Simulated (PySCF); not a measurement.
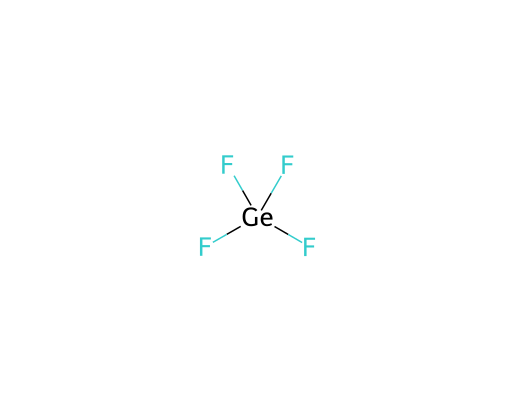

The picture comes from a calculation with PySCF.

A structural formula.

> Give its SMILES.

[F][Ge]([F])([F])[F]

> What is the molecular formula?

GeF4.

> An optimisation with PBE0-D3(BJ)/def2-SVP gave a structure of which point group?

Td.
